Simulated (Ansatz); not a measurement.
InSiNH$_{6}$: frequency calculation

The run: frequency calculation of InSiNH$_{6}$. Method and program: HF/3-21G, RHF (Ansatz 0.2.0).

The geometry was optimised with HF/3-21G. Figures and captions count atoms from 1; the log counts them from 0 in places.

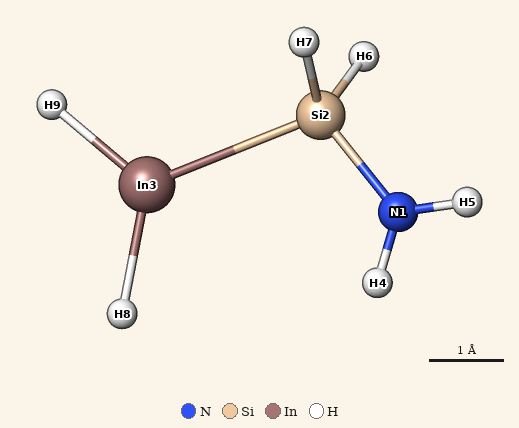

The structure as given in the input (ball-and-stick view, seen at a tilt; atoms are numbered from 1 in the order of the input). Sticks mark near contacts.

## Input file
```yaml
crystal:
  periodic: [false, false, false]
  atoms:
    - {symbol: "N", position_ang: [-0.742982, 0.556170, -1.509022]}
    - {symbol: Si, position_ang: [0.348319, 0.798391, -0.160561]}
    - {symbol: In, position_ang: [0.283820, -1.295754, 1.464285]}
    - {symbol: H, position_ang: [-1.296556, -0.267049, -1.620121]}
    - {symbol: H, position_ang: [-0.872773, 1.225701, -2.241080]}
    - {symbol: H, position_ang: [0.003224, 2.021327, 0.631032]}
    - {symbol: H, position_ang: [1.761628, 1.004900, -0.609176]}
    - {symbol: H, position_ang: [-0.767602, -2.688468, 1.113629]}
    - {symbol: H, position_ang: [1.282922, -1.355318, 2.930913]}
basis:
  gaussian:
    orbitals: 3-21G.json
hamiltonian:
  xc: hf
phonons:
  temperatures: {t_min: 298.15, t_max: 298.15, t_step: 1}
```

Command:
```bash
ansatz run in.yaml --threads 1 --pin off --max-ram 3480MiB --events-out events.jsonl --progress --plain --runs-dir runs
```

## The program's output
```
Functional definition: HF
  name "HF"
  exchange = exact_x
  correlation = 0
860 factors; integrals over basis functions are off by at most 3.1e-4 eV
mean field evaluation 1: about -164902.1911 eV, gradient 2.7e1 eV
mean field evaluation 2: about -164902.1972 eV, gradient 2.7e1 eV
mean field evaluation 4: about -164903.7810 eV, gradient 2.0e0 eV
mean field evaluation 8: about -164903.7959 eV, gradient 2.0e-4 eV
mean field -164903.79588757 eV, -6060.1027230609 hartree, gradient 1.4e-5 eV, S^2 0.000000; 0 other end points of the search recorded, 0 dependent functions left out
the calculation of the forces begins
reference -164903.79588757 eV, -6060.1027230609 hartree; 38, 38 occupied and 29, 29 virtual orbitals, 860 factors
these checks for a lower state are left out or cut short: stability, starts, cluster_reference, orbital_swaps, neighbouring_geometries, increment
860 factors; integrals over basis functions are off by at most 3.1e-4 eV
mean field evaluation 16: about -164903.7958 eV, gradient 8.2e-5 eV
mean field -164903.79578340 eV, -6060.1027192326 hartree, gradient 1.1e-6 eV, S^2 0.000000; 0 other end points of the search recorded, 0 dependent functions left out
[... from here on the field's lines of each further geometry are left out, up to the last ...]
the calculation of the forces begins
reference -164903.79586090 eV, -6060.1027220807 hartree; 38, 38 occupied and 29, 29 virtual orbitals, 860 factors
these checks for a lower state are left out or cut short: stability, starts, cluster_reference, orbital_swaps, neighbouring_geometries, increment
860 factors; integrals over basis functions are off by at most 3.1e-4 eV
mean field -164903.79586167 eV, -6060.1027221089 hartree, gradient 1.1e-6 eV, S^2 0.000000; 0 other end points of the search recorded, 0 dependent functions left out
the calculation of the forces begins
reference -164903.79586167 eV, -6060.1027221089 hartree; 38, 38 occupied and 29, 29 virtual orbitals, 860 factors
Total energy: -164903.79588757 eV, -6060.1027230609 hartree
Atom 0 at    -0.742982     0.556170    -1.509022 Å, force     0.000953     0.000331     0.001070 eV/Å
Atom 1 at     0.348319     0.798391    -0.160561 Å, force     0.000144     0.000139    -0.000225 eV/Å
Atom 2 at     0.283820    -1.295754     1.464285 Å, force     0.000141    -0.000052     0.000145 eV/Å
Atom 3 at    -1.296556    -0.267049    -1.620121 Å, force    -0.001113    -0.001299    -0.000498 eV/Å
Atom 4 at    -0.872773     1.225701    -2.241080 Å, force     0.000101     0.000668    -0.000430 eV/Å
Atom 5 at     0.003224     2.021327     0.631032 Å, force    -0.000039     0.000158     0.000091 eV/Å
Atom 6 at     1.761628     1.004900    -0.609176 Å, force    -0.000060     0.000009    -0.000005 eV/Å
Atom 7 at    -0.767602    -2.688468     1.113629 Å, force     0.000014     0.000033     0.000025 eV/Å
Atom 8 at     1.282922    -1.355318     2.930913 Å, force    -0.000141     0.000013    -0.000173 eV/Å
Dipole moment:    -0.149287    -0.069262    -0.154957 e Å
Vibrations: 35.17 136.77 174.34 282.38 366.45 393.90 521.68 550.20 662.95 811.15 815.40 900.79 1006.26 1082.66 1781.10 1798.26 1818.63 2201.01 2227.19 3742.73 3852.29 cm⁻¹, zero-point energy 1.559803 eV
```

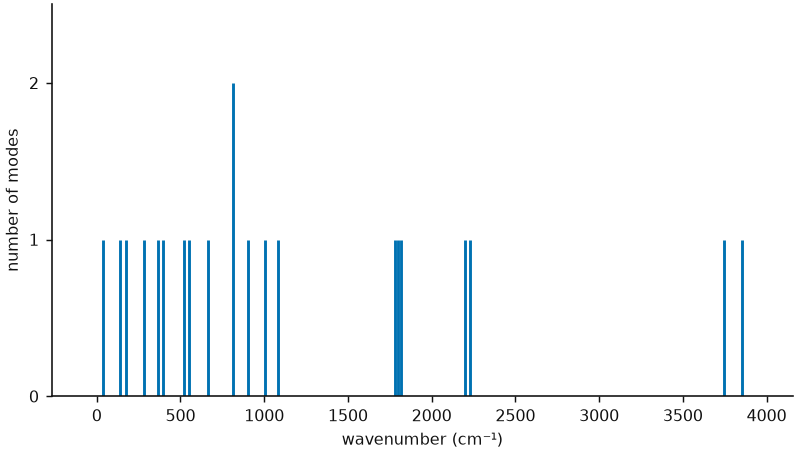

Harmonic vibrational wavenumbers from the force constants; neighbouring modes closer than 17 cm⁻¹ are counted in one stick. 21 modes from 35 to 3852 cm⁻¹, none imaginary.

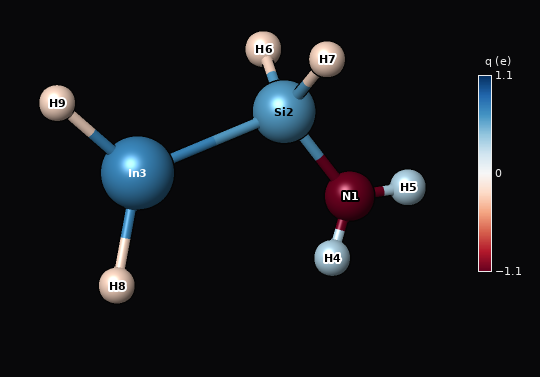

Mulliken charges, as the colour of each atom (ball-and-stick view, seen at a tilt; atoms are numbered from 1 in the order of the input; Mulliken charges depend strongly on the basis). By element: N −1.08, Si +0.60, In +0.71 and H −0.22 to +0.33 e.

## Summary

| quantity | value |
| --- | --- |
| outcome | converged |
| total energy | −6060.102723 hartree |
| basis functions | 67 |
| largest force | 0.002 eV/Å |
| zero-point energy | 0.057322 hartree |
| dipole moment | 1.09 D |
| wavenumbers, lowest and highest | 35 and 3852 cm⁻¹ |
| hardware | 1 thread of Arm Neoverse V1, 112 GiB of memory available, shared host |
| wall time | 87 s |
| peak memory | 0.15 GiB |
